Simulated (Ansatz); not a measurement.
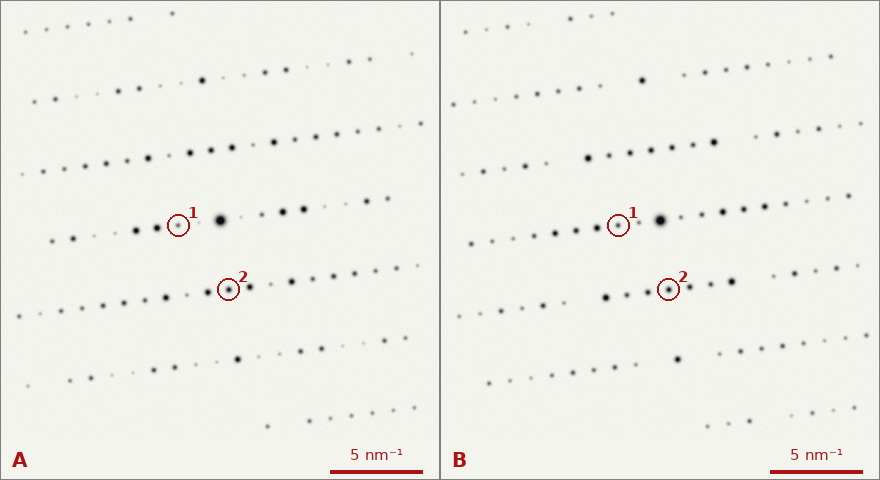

Kinematic electron diffraction patterns (120 kV, B = 0.5 Å², same scale) along [110] of the run's own cell, for the start and the end of one relaxation of TiBiO with DFT, PAW plane waves, r2scan in Ansatz 0.2.0. k mesh 7×8×3. The start is a generated model structure, and the relaxation ends in the nearest stationary point of its symmetry, not necessarily the ground state. Spot 1 is 0 0 -2 and spot 2 is -1 1 0 in both.

Start structure:

```yaml
crystal:
  lattice:
    - [3.83247, 0.00000, 0.00000]
    - [0.00000, 3.52887, 0.00000]
    - [0.00000, 0.00000, 8.63141]
  atoms:
    - { symbol: Ti, position: [0.25000, 0.75000, 0.11080] }
    - { symbol: Ti, position: [0.75000, 0.25000, 0.88920] }
    - { symbol: O, position: [0.25000, 0.25000, 0.94500] }
    - { symbol: O, position: [0.75000, 0.75000, 0.05500] }
    - { symbol: Bi, position: [0.25000, 0.25000, 0.32800] }
    - { symbol: Bi, position: [0.75000, 0.75000, 0.67200] }
```

Q: Which pattern belongs to the start structure, and which to the relaxed one?

A: B is the start: its cell gives d(1) = 4.316 Å, d(2) = 2.596 Å and an angle of 90.0°. The spot positions hardly differ, so the intensities decide: those computed from the start structure match B, and A is the relaxed structure.

Q: Name reflections whose intensity changes strongly on relaxation.

A: 1 -1 4 comes into sight; 0 0 5 goes from 54 to 0.44 % of the strongest spot; 2 -2 5 goes from 15 to 0.22 % of the strongest spot; 0 0 6 goes from 15 to 0.45 % of the strongest spot.

Q: What did the relaxation do to the structure and the energy?

A: The cell was held fixed; with the mean shift removed, the atoms moved by up to 0.30 Å relative to the cell (Bi most); the space group stayed Pmmn (No. 59); the free energy fell by 330 meV an atom.
